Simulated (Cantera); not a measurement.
Feed: 1 mol SiCl4, 1 mol H2, held at 5.40 bar.

Method: chemical equilibrium by Gibbs-energy minimisation in Cantera with the NASA 1993 tables (ideal gas, pure condensed phases). Candidate condensed phases: Si; 19 gas species. The tables' values for SiCl3 are old estimates; treat these amounts as uncertain. The numbers say what is thermodynamically allowed, not how fast it happens.

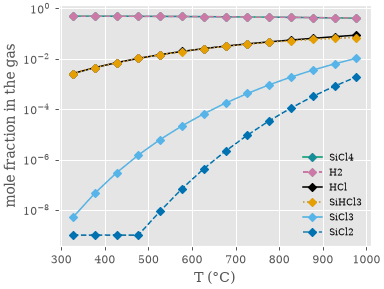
Figure. Equilibrium gas composition (values under 1e-9 drawn at 1e-9)

Read off the mole fractions at 477 °C.

SiCl4 about 0.49, H2 about 0.49, HCl about 0.010, SiHCl3 about 0.010, SiCl3 about 1.5e-6.
